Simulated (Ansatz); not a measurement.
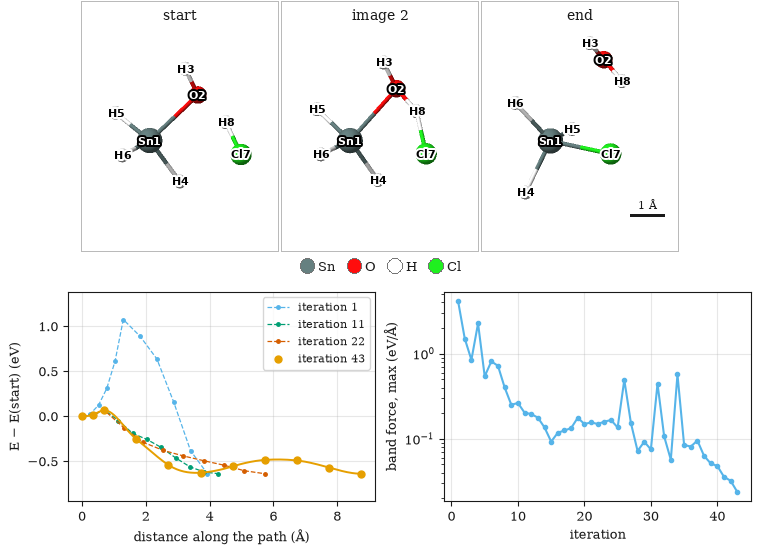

NEB run on SnH₅OCl. Images are numbered from 0 (start) to 10 (end). The plot follows the band through its iterations. A ball-and-stick model, seen from a free direction.

These are results of RKS PBE/def2-SVP (Ansatz 0.2.0), not measurements. Run with 9 movable images; climbing image; force threshold 0.03 eV/Å; iteration limit 60; starting path through a guess of the saddle point.

**How did the profile develop, and is the result final?**

The run is converged, with reservations. The band converged in 43 iterations. The largest component of the band force went from 4.1 to 0.024 eV/Å. The climbing image converged on the top of the path. Its vibrational analysis gives one imaginary mode (228i cm⁻¹), as a transition state must have. The first iteration put the highest image at 1.08 eV. The highest point, image 2, lies 0.07 eV above the start and 0.70 eV above the end; the end is at −0.64 eV relative to the start. The profile has 2 maxima (images 2, 7) with a dip at image 5 (−0.63 eV), so the process runs in steps.

The run took 11 min on 1 thread of AMD EPYC 7B13 (Zen 3), on a shared host, peak memory 0.14 GiB.
